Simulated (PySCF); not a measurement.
## Electronic structure of C$_{3}$H$_{9}$AlF$_{2}$O in real space

```xyz
16

C    -1.4832    0.5591   -1.1952
O    -0.6610   -0.0247   -0.2094
C    -1.3453   -0.9190    0.6455
Al    1.0980    0.6665   -0.3595
C     2.0682   -0.4550    1.0531
F     2.8673    0.6274    0.4222
F     2.1424   -0.1682    2.3819
H    -1.9056   -0.2066   -1.8503
H    -2.2867    1.1410   -0.7374
H    -0.8371    1.2199   -1.7727
H    -2.1640   -0.4075    1.1587
H    -1.7427   -1.7646    0.0775
H    -0.6194   -1.2733    1.3758
H     1.4071    0.1880   -1.8143
H     0.7393    2.1603   -0.0868
H     2.7149   -1.3343    0.8995
```

Geometry: GFN2-xTB.

All numbers below come from PySCF 2.14.0, PBE0/pcSseg-1, SCF density, gas phase, non-relativistic.

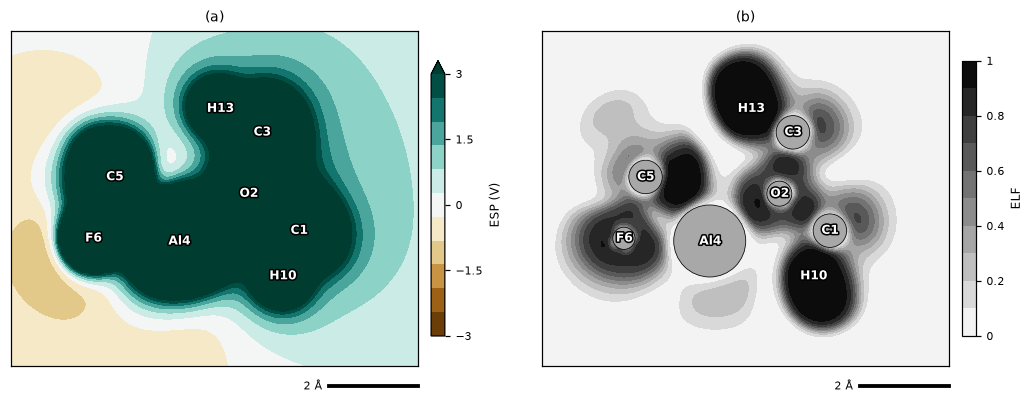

Figure 1. (a) electrostatic potential; (b) ELF on the plane of atoms O2, C1 and H10. Grey discs cover the atomic cores in the ELF map.

Read the bonding off the picture.

The plane passes through C, O, Al, F and H nuclei.
C–O (1.41 Å): the ELF peaks at about 0.90 between the atoms, as expected for a polar covalent bond.
Al–O (1.90 Å): the ELF peaks at about 0.90 in the valence shell of O, 0.5 Å from its nucleus, and is about 0.40 at the midpoint.
Al–F (1.93 Å): the ELF is about 0.20 at the midpoint.
C–Al (2.05 Å): the ELF peaks at about 0.90 in the valence shell of C, 0.7 Å from its nucleus, and is about 0.75 at the midpoint.
C–H (1.09 Å): the ELF climbs to about 1 towards the hydrogen, as it does in any bond to H; an ordinary covalent bond to hydrogen.
The ELF also peaks beside F6, away from the bonds: lone-pair regions.
Outside the dense part of the molecule the potential is most negative (−1.2 V) near F6.

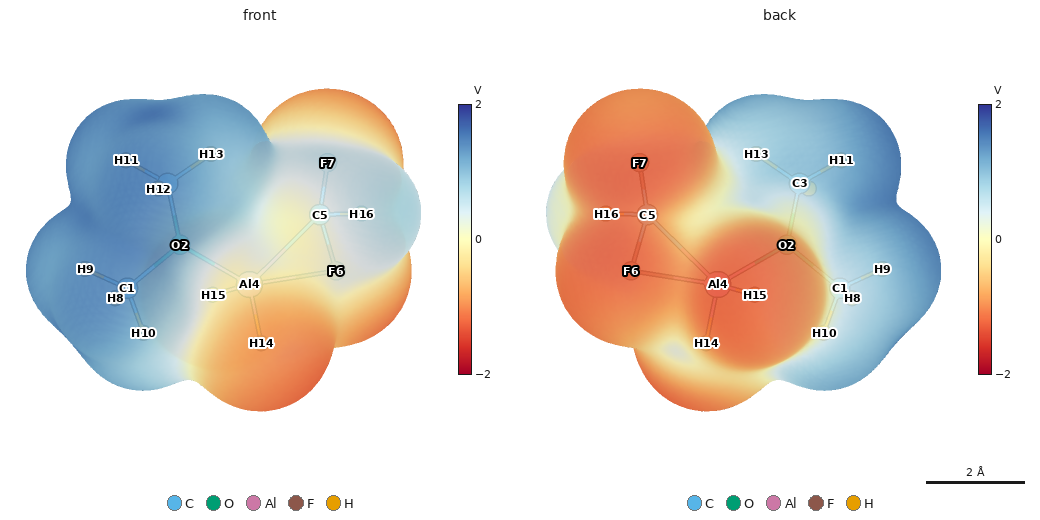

Figure 2. The molecular electrostatic potential painted on the density surface at 0.002 e/bohr³, seen from the front and from behind; the colour scale runs from red (negative) to blue (positive).

Where is the surface potential most negative and most positive?

The most negative region (about −1.3 V) lies over F6, F7 and H15, the most positive (about +1.5 V) over the C and H atoms.
